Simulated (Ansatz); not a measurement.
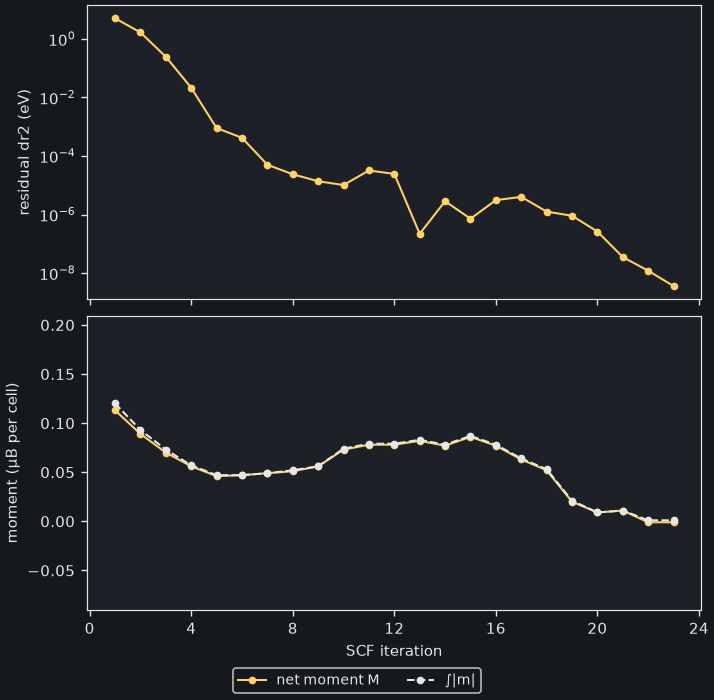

The plot shows the SCF iterations of a calculation: density residual dr2, magnetic moments. dr2 is the charge part; the magnetisation has a residual of its own.

System: YbC (Amm2, 2 atoms in the cell; strain e2 = +0.03, atoms carried along).
Method: DFT PBE, scalar-relativistic, plane waves, PAW in Ansatz 0.2.0; cutoff 420 eV, 12×12×10 k-mesh, Gaussian smearing of 0.05 eV, collinear spins.

**Was self-consistency reached?**

It was still iterating, at step 23, when the time limit ended it. The residual is still falling at the last step (down to 4 × 10⁻⁹).

**What happens to the magnetisation?**

The net moment goes from 0.11 to 0.00 μB per cell, though in an unconverged run this needn't be final.
